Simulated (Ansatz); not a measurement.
# SiH4S (Si(SH)H3): BCCD(T)/STO-3G

Aim: the energy change on altering one bond length of SiH4S (Si(SH)H3) at BCCD(T)/STO-3G, from 2 runs. 

Program for the calculation: Ansatz 0.2.0.

54 further runs of the same task are left out: 54 set aside as unsound or not needed.

## (1) The molecule

The species is SiH4S (6 atoms), meant as a singlet with charge 0. As SMILES, `[H][Si]([H])([H])S`. The shape is that of a GFN2-xTB optimisation.

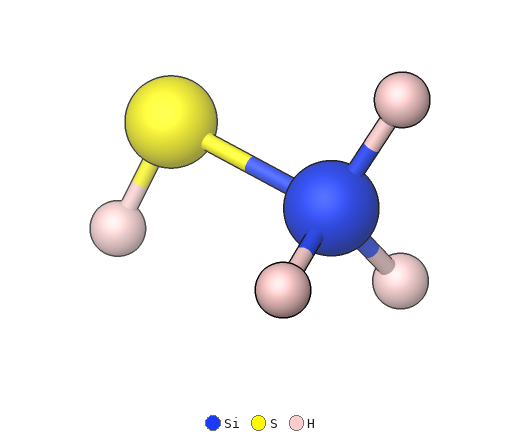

Viewed from a chosen angle; silicon blue, sulfur yellow, hydrogen pink.

## (2) The energy at BCCD(T)/STO-3G

The input, job.yaml:

```yaml
crystal:
  periodic: [false, false, false]
  atoms:
    - {symbol: Si, position_ang: [0.201210, -0.014540, -0.544580]}
    - {symbol: S, position_ang: [0.253720, 0.019820, 1.601470]}
    - {symbol: H, position_ang: [-1.056810, 0.059910, 1.795240]}
    - {symbol: H, position_ang: [1.606010, -0.020690, -0.909950]}
    - {symbol: H, position_ang: [-0.503230, 1.180600, -0.990160]}
    - {symbol: H, position_ang: [-0.500900, -1.225100, -0.952020]}
basis:
  gaussian: {orbitals: STO-3G}
scf: {omitted_lower_state_checks: [cluster_reference, increment]}
accuracy: high
correlation: {method: bccd_t, frozen_orbitals: {H: 0, S: 5, Si: 5}}
```

Launch:

```
$ ansatz run job.yaml --threads 1 --pin off --max-ram 2610MiB --events-out events.jsonl --progress --plain --runs-dir runs
```

The program printed (excerpt; [...] marks lines left out):

```text
Warning: RAYON_NUM_THREADS=1 ignored (pool sized by the plan → 1); use --threads N
Functional definition: HF
  name "HF"
[...]
388 factors; integrals over basis functions are off by at most 9.1e-9 eV
[...]
mean field -18534.01516270 eV, -681.1124944225 hartree, gradient 2.8e-8 eV, S^2 0.000000; 0 other end points of the search recorded, 0 dependent functions left out
10 core orbitals not correlated: weight in the atoms' cores, before any rotation towards them, 1.000 or more for the frozen orbitals, at most 0.000 for the correlated occupied ones
reference -18534.01516270 eV, -681.1124944225 hartree; 7, 7 occupied and 5, 5 virtual orbitals, 388 factors
second order -1.70128863 eV of doubles, -0.00000000 eV of singles
cycle   1  -2.19921256 eV  change   -5.0e-1 eV  update   5.9e-2
[...]
cycle  18  -2.46343669 eV  change  -1.7e-10 eV  update  1.7e-10
perturbative correction -0.01828365 eV, -0.0006719116 hartree
Total energy: -18536.49688303 eV, -681.2036959625 hartree
Checks for a lower state left out: cluster_reference, increment
```

It took 0.22 s on 1 thread of Arm Neoverse V1, shared host.

## (3) The distorted shape, same level

The input, job.yaml:

```yaml
crystal:
  periodic: [false, false, false]
  atoms:
    - symbol: Si
      position_ang: [0.376726, 0.288080, -0.442727]
    - symbol: S
      position_ang: [0.429236, 0.322440, 1.703323]
    - symbol: H
      position_ang: [-0.881294, 0.362530, 1.897093]
    - symbol: H
      position_ang: [1.781526, 0.281930, -0.808097]
    - symbol: H
      position_ang: [-0.327714, 1.483220, -0.888307]
    - symbol: H
      position_ang: [-0.500900, -1.225100, -0.952020]
basis:
  gaussian:
    orbitals: STO-3G
scf:
  omitted_lower_state_checks: [cluster_reference, increment]
accuracy: high
correlation:
  method: bccd_t
  frozen_orbitals: {H: 0, S: 5, Si: 5}
```

Launch:

```
$ ansatz run job.yaml --threads 1 --pin off --max-ram 2610MiB --events-out events.jsonl --progress --plain --runs-dir runs
```

The program printed (excerpt; [...] marks lines left out):

```text
Warning: RAYON_NUM_THREADS=1 ignored (pool sized by the plan → 1); use --threads N
Functional definition: HF
  name "HF"
[...]
388 factors; integrals over basis functions are off by at most 2.1e-8 eV
[...]
mean field -18532.52533870 eV, -681.0577444003 hartree, gradient 5.7e-8 eV, S^2 0.000000; 0 other end points of the search recorded, 0 dependent functions left out
10 core orbitals not correlated: weight in the atoms' cores, before any rotation towards them, 1.000 or more for the frozen orbitals, at most 0.000 for the correlated occupied ones
reference -18532.52533870 eV, -681.0577444003 hartree; 7, 7 occupied and 5, 5 virtual orbitals, 388 factors
second order -1.93370627 eV of doubles, -0.00000000 eV of singles
cycle   1  -2.52098675 eV  change   -5.9e-1 eV  update   7.0e-2
[...]
cycle  20  -2.85684397 eV  change  -3.6e-10 eV  update  3.5e-10
perturbative correction -0.02789980 eV, -0.0010252986 hartree
Total energy: -18535.41008246 eV, -681.1637567783 hartree
Checks for a lower state left out: cluster_reference, increment
```

Run time: 0.22 s. Hardware: 1 thread of Arm Neoverse V1, shared host.

## (4) Summary of results

At BCCD(T)/STO-3G, 10 core orbitals frozen:

| quantity | value |
| --- | --- |
| first shape: total energy | -681.20370 Eh |
| first shape: correlation energy (10 core orbitals frozen) | -91.2 mEh |
| first shape: (T) correction | -0.67 mEh |
| distorted shape: total energy | -681.16376 Eh |
| distorted shape: correlation energy (10 core orbitals frozen) | -106.0 mEh |
| distorted shape: (T) correction | -1.03 mEh |
| energy change with the Si1–H6 bond stretched from 1.458 to 1.822 Å | 1.087 eV |

In words: With the Si1–H6 bond stretched from 1.458 to 1.822 Å the energy rises by 1.09 eV (105 kJ/mol). The first shape isn't relaxed at this level, so the change isn't measured from a minimum. The minimal basis adds a large error of its own. The triples (first shape) make up 0.7 % of the correlation energy. The triples (distorted shape) make up 1.0 % of the correlation energy.
